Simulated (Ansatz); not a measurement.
# AlSiH4O (SMILES [AlH][O][SiH3]): UHF/STO-3G

Aim: the vertical electron affinity of AlSiH4O at UHF/STO-3G, from 2 runs. 

The calculation is run with Ansatz 0.2.0.

63 further runs of the same task are left out: 63 set aside as unsound or not needed.

## (1) The system as given

AlSiH4O has 7 atoms, charge 0, and is taken as a doublet. As SMILES, `[AlH][O][SiH3]`. The shape is that of a PBE0-D4/def2-TZVP optimisation. This is one conformer, not always the lowest.

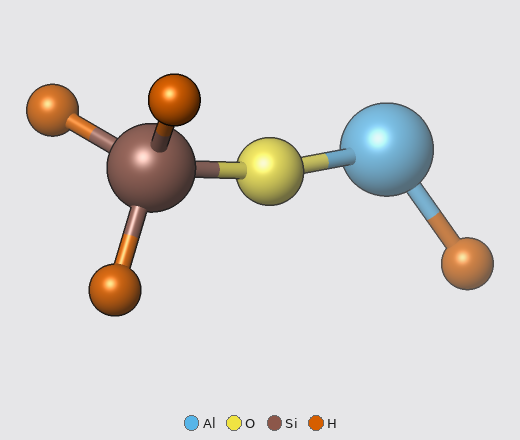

The structure, seen from a chosen angle (aluminium blue, oxygen yellow, silicon brown, hydrogen orange).

## (2) A single-point energy at UHF/STO-3G

The input, molecule.yaml:

```yaml
crystal:
  periodic: [false, false, false]
  atoms:
    - {symbol: Al, position_ang: [-1.643700, -1.503700, -0.201100]}
    - {symbol: O, position_ang: [-0.403000, -0.368600, -0.047300]}
    - {symbol: Si, position_ang: [0.870900, 0.567400, 0.335800]}
    - {symbol: H, position_ang: [-2.580100, -1.352800, -1.500200]}
    - {symbol: H, position_ang: [1.204400, 1.463600, -0.802700]}
    - {symbol: H, position_ang: [0.554900, 1.401200, 1.526200]}
    - {symbol: H, position_ang: [2.057800, -0.275200, 0.643500]}
basis:
  gaussian:
    orbitals: STO-3G
magnetization:
  spin_polarized: true
  initial_magnetization: 1
hamiltonian:
  xc: hf
accuracy: high
output: {orbitals: {seedname: orbitals}}
```

Started as:

```sh
$ ansatz run molecule.yaml --threads 1 --pin off --max-ram 3480MiB --events-out events.jsonl --progress --plain --runs-dir runs
```

The program printed:

```text
Warning: RAYON_NUM_THREADS=1 ignored (pool sized by the plan → 1); use --threads N
Functional definition: HF
  name "HF"
  exchange = exact_x
  correlation = 0
500 factors; integrals over basis functions are off by at most 1.4e-8 eV
mean field evaluation 1: about -16344.9435 eV, gradient 1.8e1 eV
mean field evaluation 2: about -16344.9874 eV, gradient 1.8e1 eV
mean field evaluation 4: about -16347.5191 eV, gradient 1.8e0 eV
mean field evaluation 8: about -16347.5907 eV, gradient 1.0e-3 eV
mean field -16347.58890910 eV, -600.7628116158 hartree, gradient 1.1e-8 eV, S^2 0.761391; 0 other end points of the search recorded, 0 dependent functions left out
reference -16347.58890910 eV, -600.7628116158 hartree; 20, 19 occupied and 7, 8 virtual orbitals, 500 factors
Total energy: -16347.58890910 eV, -600.7628116158 hartree
```

Run time: 0.26 s. Hardware: 1 thread of Arm Neoverse V1, shared host.

## (3) The singlet anion, same level

The input, job.yaml:

```yaml
basis:
  gaussian: {orbitals: STO-3G}
crystal:
  periodic: [false, false, false]
  atoms:
    - {symbol: Al, position_ang: [-1.643700, -1.503700, -0.201100]}
    - {symbol: O, position_ang: [-0.403000, -0.368600, -0.047300]}
    - {symbol: Si, position_ang: [0.870900, 0.567400, 0.335800]}
    - {symbol: H, position_ang: [-2.580100, -1.352800, -1.500200]}
    - {symbol: H, position_ang: [1.204400, 1.463600, -0.802700]}
    - {symbol: H, position_ang: [0.554900, 1.401200, 1.526200]}
    - {symbol: H, position_ang: [2.057800, -0.275200, 0.643500]}
total_charge: -1
hamiltonian: {xc: hf}
accuracy: high
output: {orbitals: {seedname: orbitals}}
```

Started as:

```sh
$ ansatz run job.yaml --threads 1 --pin off --max-ram 3480MiB --events-out events.jsonl --progress --plain --runs-dir runs
```

The program printed:

```text
Warning: RAYON_NUM_THREADS=1 ignored (pool sized by the plan → 1); use --threads N
[... 4 set-up lines as earlier in the session ...]
500 factors; integrals over basis functions are off by at most 1.4e-8 eV
mean field evaluation 1: about -16339.1189 eV, gradient 1.7e1 eV
mean field evaluation 2: about -16339.1767 eV, gradient 1.7e1 eV
mean field evaluation 4: about -16340.6268 eV, gradient 1.6e0 eV
mean field evaluation 8: about -16340.6386 eV, gradient 2.9e-2 eV
mean field -16340.63861688 eV, -600.5073930877 hartree, gradient 1.1e-8 eV, S^2 0.000000; 0 other end points of the search recorded, 0 dependent functions left out
reference -16340.63861688 eV, -600.5073930877 hartree; 20, 20 occupied and 7, 7 virtual orbitals, 500 factors
Total energy: -16340.63861688 eV, -600.5073930877 hartree
```

Wall time 0.2 s (1 thread of Arm Neoverse V1, shared host).

## (4) Outcome

At UHF/STO-3G:

| quantity | value |
| --- | --- |
| doublet AlSiH4O: total energy | -600.76281 Eh |
| doublet AlSiH4O: HOMO energy (highest over α and β) | -4.35 eV |
| doublet AlSiH4O: LUMO energy (lowest over α and β) | 7.58 eV |
| doublet AlSiH4O: ⟨S²⟩ | 0.761 |
| singlet anion: total energy | -600.50739 Eh |
| singlet anion: HOMO energy | 6.28 eV |
| singlet anion: LUMO energy | 18.56 eV |
| singlet anion: HOMO–LUMO gap (to an unbound level, set by the basis) | 12.28 eV |
| vertical electron affinity (to the singlet anion) | -6.950 eV |

The anion lies 6.95 eV (160 kcal/mol) above the neutral: the electron isn't bound at this level, and such a value depends on the basis. Without diffuse functions anions come out too high. Hartree–Fock misses the correlation that binds many anions. In a minimal basis such a difference can be off by several eV, whatever the method. The HOMO (singlet anion) lies at positive energy, 6.28 eV: the electron is unbound at this level or held by a compact basis; values depend on the basis.
